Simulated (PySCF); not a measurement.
# Lu(OH)3(NH3): other functionals and bases at one geometry

Aim: see how levels, charges and forces of Lu(OH)3(NH3) depend on the level of theory. The structure is generated, not taken from experiment.

Computed with PySCF 2.14.0. Level: several levels, as the steps say, no spin–orbit coupling.

2 further runs of the same task are left out: 1 for a known fault of the program, 1 that didn't finish.

### Step 1. Starting geometry

11 atoms, charge 0, spin multiplicity 1.

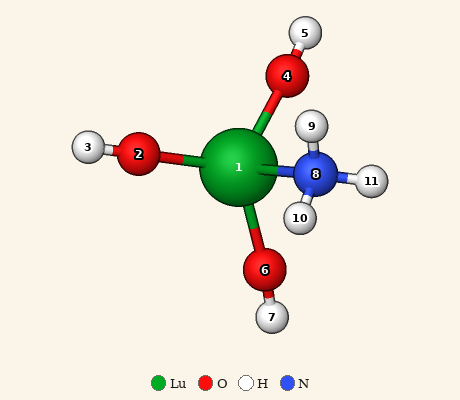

The structure; lutetium green, oxygen red, hydrogen white, nitrogen blue; atoms are numbered from 1 in the order of the file.

Geometry (Å):

```xyz
11

Lu    0.1358   -0.1887    0.2330
O     1.1430    1.2899    1.1787
H     1.6734    1.9087    1.6939
O    -1.3866   -1.0836    1.2199
H    -2.0184   -1.5701    1.7625
O     1.0839   -1.2170   -1.2308
H     1.6065   -1.7619   -1.8308
N    -1.2088    1.2344   -1.2147
H    -1.8050    1.8796   -0.6776
H    -0.6204    1.8135   -1.8301
H    -1.8330    0.6886   -1.8252
```

Formal oxidation states: Lu +3. Each metal's 14 4f electrons lie in its core potential, so multiplicities, spins and levels count the valence alone. An earlier session relaxed this geometry at PBE, Lu lcecp-1-SVP with ECP60, O def2-SVP, H def2-SVP, N def2-SVP (singlet, point group Cs).

At PBE on the finer grid: E = -323.737141 Eh, HOMO -5.29 eV, LUMO -0.86 eV, Mulliken charge on Lu1 +0.58 e, largest force component 0.018 eV/Å. 

Levels to run: M06-L; BP86; r2SCAN; B3LYP; PBE, TZVP. Hardware: 2 threads of Arm Neoverse V1, shared host.

### Step 2. M06-L

Contents of run.py (the lines that set the calculation):

```python
mol = gto.M(atom='''
Lu     0.13583    -0.18867     0.23299
O      1.14299     1.28988     1.17868
H      1.67340     1.90874     1.69390
O     -1.38657    -1.08356     1.21990
H     -2.01838    -1.57011     1.76253
O      1.08394    -1.21697    -1.23081
H      1.60652    -1.76192    -1.83078
N     -1.20883     1.23441    -1.21467
H     -1.80504     1.87958    -0.67760
H     -0.62044     1.81346    -1.83008
H     -1.83298     0.68860    -1.82519''',
    basis={'Lu': 'lcecp-1-SVP', 'O': 'def2-SVP', 'H': 'def2-SVP', 'N': 'def2-SVP'},
    ecp={'Lu': 'lcecp-1-SVP'},
    charge=0, spin=0)
mf = dft.RKS(mol, xc='M06L')
mf.grids.atom_grid = (75, 302)  # f atoms: unpruned, at least (60, 302)
mf = mf.density_fit()  # fitting sets: Lu AutoAux, O def2-universal-JKFIT, H def2-universal-JKFIT, N def2-universal-JKFIT
mf.conv_tol = 1e-08; mf.max_cycle = 55
mf.kernel(dm0)  # dm0: the density of the relaxed state
```

Started as:

```bash
$ OMP_NUM_THREADS=2 python run.py
```

Output:

```text
init E= -324.003011645579
  HOMO = -0.216031588601794  LUMO = 0.00155216643802092  gap/eV = 5.92076
cycle= 1 E= -324.011586451927  delta_E= -0.00857  |g|= 0.114  |ddm|= 0.413
  HOMO = -0.186723772297046  LUMO = 0.00210817705416488  gap/eV = 5.13838
cycle= 2 E= -324.003250639215  delta_E= 0.00834  |g|= 0.231  |ddm|= 0.25
  HOMO = -0.20340479605092  LUMO = 0.0031694135858622  gap/eV = 5.62117
cycle= 3 E= -324.014364907506  delta_E= -0.0111  |g|= 0.0102  |ddm|= 0.166
  HOMO = -0.201987540758382  LUMO = 0.00348247043860539  gap/eV = 5.59112
cycle= 4 E= -324.014385557759  delta_E= -2.07e-05  |g|= 0.00358  |ddm|= 0.0133
  HOMO = -0.201834227444862  LUMO = 0.003534153004221  gap/eV = 5.58836
cycle= 5 E= -324.014388699913  delta_E= -3.14e-06  |g|= 0.00101  |ddm|= 0.00398
  HOMO = -0.201840565765598  LUMO = 0.00349991536798555  gap/eV = 5.58760
cycle= 6 E= -324.014388922002  delta_E= -2.22e-07  |g|= 0.000241  |ddm|= 0.000898
  HOMO = -0.201829644827278  LUMO = 0.0035069865246129  gap/eV = 5.58749
cycle= 7 E= -324.014388934405  delta_E= -1.24e-08  |g|= 3.6e-05  |ddm|= 0.0002
  HOMO = -0.201828498112584  LUMO = 0.00350662487276665  gap/eV = 5.58745
cycle= 8 E= -324.014388934542  delta_E= -1.37e-10  |g|= 2.54e-05  |ddm|= 4e-05
  HOMO = -0.201827185999242  LUMO = 0.00350633183419902  gap/eV = 5.58741
Extra cycle  E= -324.014388934091  delta_E= 4.52e-10  |g|= 5.39e-05  |ddm|= 5.34e-05
converged SCF energy = -324.014388934091
```

It took 15 s on 2 threads of Arm Neoverse V1, shared host.

It gives: E = -324.014389 Eh, HOMO -5.49 eV, LUMO 0.10 eV, Mulliken charge on Lu1 +1.01 e, largest force component 0.422 eV/Å. 

### Step 3. BP86

run.py (the lines that set the calculation), as its differences from that of step 2:

```diff
@@ -15,3 +15,3 @@
     charge=0, spin=0)
-mf = dft.RKS(mol, xc='M06L')
+mf = dft.RKS(mol, xc='B88,P86')
 mf.grids.atom_grid = (75, 302)  # f atoms: unpruned, at least (60, 302)
```

Started as:

```bash
$ OMP_NUM_THREADS=2 python run.py
```

Output:

```text
init E= -324.10170639755
  HOMO = -0.199416109769786  LUMO = -0.0286833768084307  gap/eV = 4.64587
cycle= 1 E= -324.101852396612  delta_E= -0.000146  |g|= 0.0047  |ddm|= 0.05
  HOMO = -0.197509891634398  LUMO = -0.0278339947427888  gap/eV = 4.61712
cycle= 2 E= -324.101841280567  delta_E= 1.11e-05  |g|= 0.00908  |ddm|= 0.0101
  HOMO = -0.198340340882667  LUMO = -0.02791345830164  gap/eV = 4.63755
cycle= 3 E= -324.101856430371  delta_E= -1.51e-05  |g|= 0.00153  |ddm|= 0.00677
  HOMO = -0.198321572315927  LUMO = -0.027946519220432  gap/eV = 4.63614
cycle= 4 E= -324.101857023127  delta_E= -5.93e-07  |g|= 0.000179  |ddm|= 0.00173
  HOMO = -0.198320354259595  LUMO = -0.0279320672223484  gap/eV = 4.63650
cycle= 5 E= -324.101857031984  delta_E= -8.86e-09  |g|= 3.34e-05  |ddm|= 0.000265
  HOMO = -0.198316603529499  LUMO = -0.0279307783102034  gap/eV = 4.63643
Extra cycle  E= -324.101857031522  delta_E= 4.61e-10  |g|= 5.76e-05  |ddm|= 7.34e-05
converged SCF energy = -324.101857031522
```

Wall time 8 s (2 threads of Arm Neoverse V1, shared host).

It gives: E = -324.101857 Eh, HOMO -5.40 eV, LUMO -0.76 eV, Mulliken charge on Lu1 +0.59 e, largest force component 0.043 eV/Å. 

### Step 4. r2SCAN

run.py (the lines that set the calculation), as its differences from that of step 3:

```diff
@@ -15,3 +15,3 @@
     charge=0, spin=0)
-mf = dft.RKS(mol, xc='B88,P86')
+mf = dft.RKS(mol, xc='R2SCAN')
 mf.grids.atom_grid = (75, 302)  # f atoms: unpruned, at least (60, 302)
```

Started as:

```bash
$ OMP_NUM_THREADS=2 python run.py
```

Output:

```text
init E= -323.914208559943
  HOMO = -0.216109253998431  LUMO = -0.01197176750129  gap/eV = 5.55486
cycle= 1 E= -323.916021052211  delta_E= -0.00181  |g|= 0.0774  |ddm|= 0.259
  HOMO = -0.195950618144624  LUMO = -0.00984690450433945  gap/eV = 5.06414
cycle= 2 E= -323.911324588885  delta_E= 0.0047  |g|= 0.17  |ddm|= 0.178
  HOMO = -0.208362796898227  LUMO = -0.00977124087785342  gap/eV = 5.40395
cycle= 3 E= -323.917349137434  delta_E= -0.00602  |g|= 0.00531  |ddm|= 0.117
  HOMO = -0.20792622203696  LUMO = -0.00952105262460279  gap/eV = 5.39888
cycle= 4 E= -323.917357348226  delta_E= -8.21e-06  |g|= 0.000993  |ddm|= 0.00733
  HOMO = -0.20794575179492  LUMO = -0.00945605587078191  gap/eV = 5.40118
cycle= 5 E= -323.917357452075  delta_E= -1.04e-07  |g|= 0.000672  |ddm|= 0.00108
  HOMO = -0.207962309779925  LUMO = -0.00948044091494893  gap/eV = 5.40097
cycle= 6 E= -323.917357552819  delta_E= -1.01e-07  |g|= 4.2e-05  |ddm|= 0.000571
  HOMO = -0.207963069045491  LUMO = -0.00947993624228261  gap/eV = 5.40100
cycle= 7 E= -323.917357553203  delta_E= -3.84e-10  |g|= 1.49e-05  |ddm|= 4.87e-05
  HOMO = -0.207962467458004  LUMO = -0.00947988019405699  gap/eV = 5.40099
Extra cycle  E= -323.917357553068  delta_E= 1.35e-10  |g|= 3e-05  |ddm|= 3.1e-05
converged SCF energy = -323.917357553068
```

Run time: 15 s. Hardware: 2 threads of Arm Neoverse V1, shared host.

Result: E = -323.917358 Eh, HOMO -5.66 eV, LUMO -0.26 eV, Mulliken charge on Lu1 +0.80 e, largest force component 0.278 eV/Å. 

### Step 5. B3LYP

run.py (the lines that set the calculation), as its differences from that of step 4:

```diff
@@ -15,3 +15,3 @@
     charge=0, spin=0)
-mf = dft.RKS(mol, xc='R2SCAN')
+mf = dft.RKS(mol, xc='B3LYP')
 mf.grids.atom_grid = (75, 302)  # f atoms: unpruned, at least (60, 302)
```

Started as:

```bash
$ OMP_NUM_THREADS=2 python run.py
```

Output:

```text
init E= -324.064652856138
  HOMO = -0.25360549645429  LUMO = -0.0156521428108825  gap/eV = 6.47504
cycle= 1 E= -324.064847234897  delta_E= -0.000194  |g|= 0.104  |ddm|= 0.189
  HOMO = -0.229313742586352  LUMO = -0.0158544488436014  gap/eV = 5.80852
cycle= 2 E= -324.059064448009  delta_E= 0.00578  |g|= 0.201  |ddm|= 0.211
  HOMO = -0.245728335288056  LUMO = -0.0160972843129485  gap/eV = 6.24858
cycle= 3 E= -324.06707121937  delta_E= -0.00801  |g|= 0.00654  |ddm|= 0.135
  HOMO = -0.245162806440116  LUMO = -0.0159678494088489  gap/eV = 6.23671
cycle= 4 E= -324.067081582586  delta_E= -1.04e-05  |g|= 0.00146  |ddm|= 0.00781
  HOMO = -0.245100193884699  LUMO = -0.0158799993345653  gap/eV = 6.23740
cycle= 5 E= -324.067081938755  delta_E= -3.56e-07  |g|= 0.000662  |ddm|= 0.00165
  HOMO = -0.24511378072003  LUMO = -0.0159064386917187  gap/eV = 6.23705
cycle= 6 E= -324.067082039967  delta_E= -1.01e-07  |g|= 3.9e-05  |ddm|= 0.000644
  HOMO = -0.245115810739636  LUMO = -0.0159072645850244  gap/eV = 6.23708
cycle= 7 E= -324.06708204033  delta_E= -3.63e-10  |g|= 8.02e-06  |ddm|= 5.29e-05
  HOMO = -0.245115595980879  LUMO = -0.0159076218948293  gap/eV = 6.23707
Extra cycle  E= -324.067082040306  delta_E= 2.38e-11  |g|= 1.36e-05  |ddm|= 1.5e-05
converged SCF energy = -324.067082040306
```

Wall time 8.6 s (2 threads of Arm Neoverse V1, shared host).

It gives: E = -324.067082 Eh, HOMO -6.67 eV, LUMO -0.43 eV, Mulliken charge on Lu1 +0.75 e, largest force component 0.287 eV/Å. 

### Step 6. PBE, TZVP

Basis: Lu lcecp-1-TZVP with ECP60, O def2-TZVP, H def2-TZVP, N def2-TZVP. 

run.py (the lines that set the calculation), as its differences from that of step 5:

```diff
@@ -12,6 +12,6 @@
 H     -1.83298     0.68860    -1.82519''',
-    basis={'Lu': 'lcecp-1-SVP', 'O': 'def2-SVP', 'H': 'def2-SVP', 'N': 'def2-SVP'},
-    ecp={'Lu': 'lcecp-1-SVP'},
+    basis={'Lu': 'lcecp-1-TZVP', 'O': 'def2-TZVP', 'H': 'def2-TZVP', 'N': 'def2-TZVP'},
+    ecp={'Lu': 'lcecp-1-TZVP'},
     charge=0, spin=0)
-mf = dft.RKS(mol, xc='B3LYP')
+mf = dft.RKS(mol, xc='PBE')
 mf.grids.atom_grid = (75, 302)  # f atoms: unpruned, at least (60, 302)
@@ -19,2 +19,2 @@
 mf.conv_tol = 1e-08; mf.max_cycle = 55
-mf.kernel(dm0)  # dm0: the density of the relaxed state
+mf.kernel(dm0)  # dm0: free metal ions and neutral atoms
```

Started as:

```bash
$ OMP_NUM_THREADS=2 python run.py
```

Output:

```text
init E= -327.780148247974
  HOMO = -0.315651939226754  LUMO = -0.0940596753689604  gap/eV = 6.02983
cycle= 1 E= -323.905909063458  delta_E= 3.87  |g|= 0.882  |ddm|= 2.57
  HOMO = -0.0640081571874773  LUMO = -0.051363394851207  gap/eV = 0.34408
cycle= 2 E= -323.341039536782  delta_E= 0.565  |g|= 1.89  |ddm|= 2.35
  HOMO = -0.214018936616775  LUMO = -0.0423582175241677  gap/eV = 4.67113
cycle= 3 E= -324.052961941724  delta_E= -0.712  |g|= 0.335  |ddm|= 1.81
  HOMO = -0.203636871824385  LUMO = -0.0442887162352683  gap/eV = 4.33608
cycle= 4 E= -324.071674547327  delta_E= -0.0187  |g|= 0.158  |ddm|= 0.307
  HOMO = -0.205651282766265  LUMO = -0.0425925627806301  gap/eV = 4.43705
cycle= 5 E= -324.077273128101  delta_E= -0.0056  |g|= 0.0319  |ddm|= 0.117
  HOMO = -0.204873378452672  LUMO = -0.0416154393627366  gap/eV = 4.44247
cycle= 6 E= -324.077461012193  delta_E= -0.000188  |g|= 0.00863  |ddm|= 0.0216
  HOMO = -0.205117063416259  LUMO = -0.0420292445597497  gap/eV = 4.43785
cycle= 7 E= -324.077477736321  delta_E= -1.67e-05  |g|= 0.0013  |ddm|= 0.00797
  HOMO = -0.205135411893417  LUMO = -0.0420073812027724  gap/eV = 4.43894
cycle= 8 E= -324.077477842906  delta_E= -1.07e-07  |g|= 0.00114  |ddm|= 0.00118
  HOMO = -0.205141574023891  LUMO = -0.0420015958859814  gap/eV = 4.43926
cycle= 9 E= -324.077478075343  delta_E= -2.32e-07  |g|= 0.000207  |ddm|= 0.000627
  HOMO = -0.205149771901619  LUMO = -0.0420000195080235  gap/eV = 4.43953
cycle= 10 E= -324.07747808343  delta_E= -8.09e-09  |g|= 4.06e-05  |ddm|= 0.000134
  HOMO = -0.2051573131132  LUMO = -0.0420006220861104  gap/eV = 4.43972
Extra cycle  E= -324.077478082674  delta_E= 7.56e-10  |g|= 7.69e-05  |ddm|= 6.27e-05
converged SCF energy = -324.077478082674
```

Run time: 25 s. Hardware: 2 threads of Arm Neoverse V1, shared host.

It gives: E = -324.077478 Eh, HOMO -5.58 eV, LUMO -1.14 eV, Mulliken charge on Lu1 +1.36 e, largest force component 0.239 eV/Å. 

### Step 7. Results

| level | state | HOMO (eV) | gap (eV) | charge on Lu1 (e) | dipole (D) | largest force (eV/Å) | basis functions | time |
| --- | --- | --- | --- | --- | --- | --- | --- | --- |
| PBE (relaxed here) | singlet | -5.29 | 4.43 | 0.58 | 4.15 | 0.02 | 119 | 21 s |
| M06-L | singlet | -5.49 | 5.59 | 1.01 | 4.05 | 0.42 | 119 | 15 s |
| BP86 | singlet | -5.40 | 4.64 | 0.59 | 4.17 | 0.04 | 119 | 8 s |
| r2SCAN | singlet | -5.66 | 5.40 | 0.80 | 4.18 | 0.28 | 119 | 15 s |
| B3LYP | singlet | -6.67 | 6.24 | 0.75 | 4.19 | 0.29 | 119 | 8.6 s |
| PBE, TZVP | singlet | -5.58 | 4.44 | 1.36 | 4.17 | 0.24 | 207 | 25 s |

Times are on 2 threads of Arm Neoverse V1, shared host; the first row also made further properties.

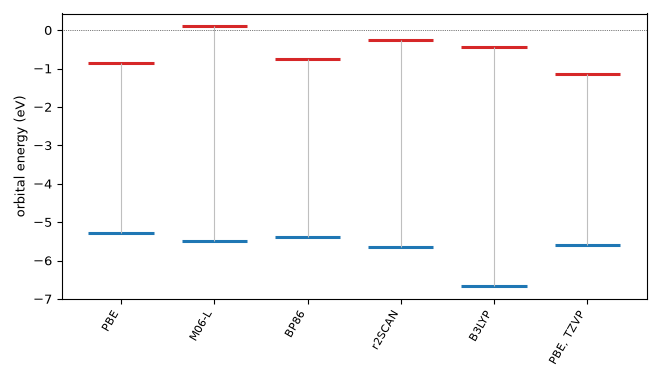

Highest filled and lowest empty level, method by method.

In one basis the HOMO–LUMO gap runs from 4.43 eV (PBE) to 6.24 eV (B3LYP). The largest leftover force, 0.42 eV/Å with M06-L, stands at a geometry relaxed at another level. The Mulliken charge on Lu spans +0.58 to +1.36 e over the levels. With 4f in the core, its levels are missing from HOMO and gap. Total energies of different levels can't be compared. Spin–orbit coupling is left out throughout.
